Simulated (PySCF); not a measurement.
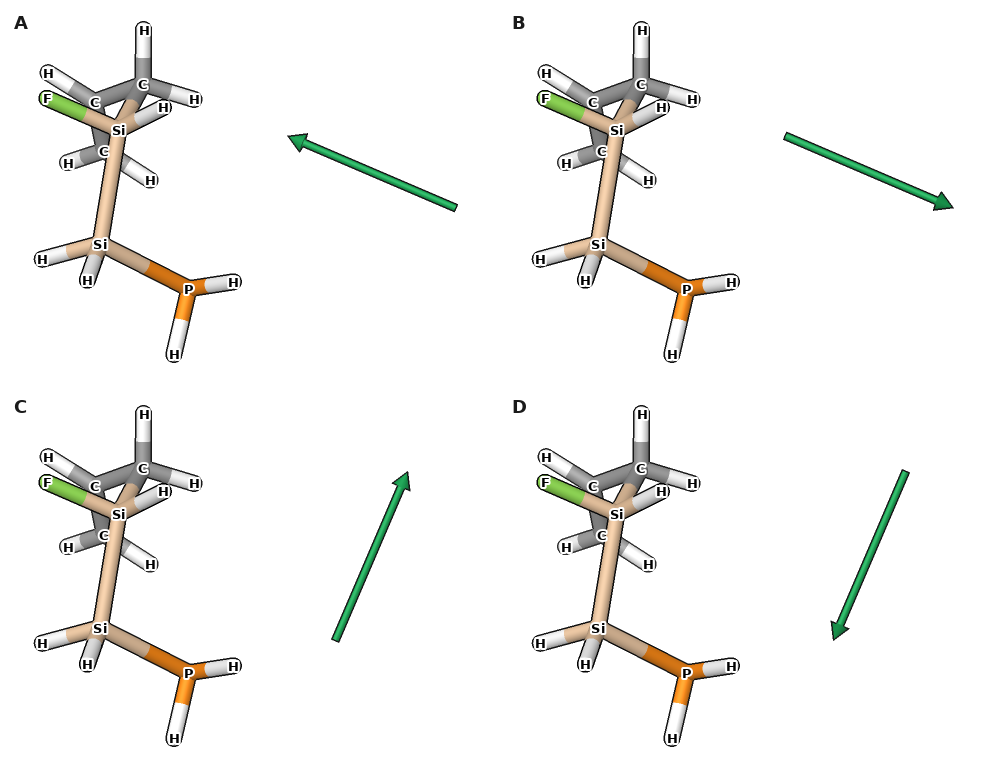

The same molecule four times, each with an arrow. The computed structure is the end point of a GFN2-xTB optimisation. No frequency run is at hand to confirm it as a minimum. Level of theory: PBE0/pcSseg-1, gas phase (PySCF 2.14.0).

**Which arrow points along the dipole moment, from the negative to the positive end?**

B. The dipole moment is 1.26 D.

The geometry is semi-empirical. Around P, Si such bond lengths and angles can be off by a tenth of an ångström or more and by several degrees, and values that hang on the shape move with them.
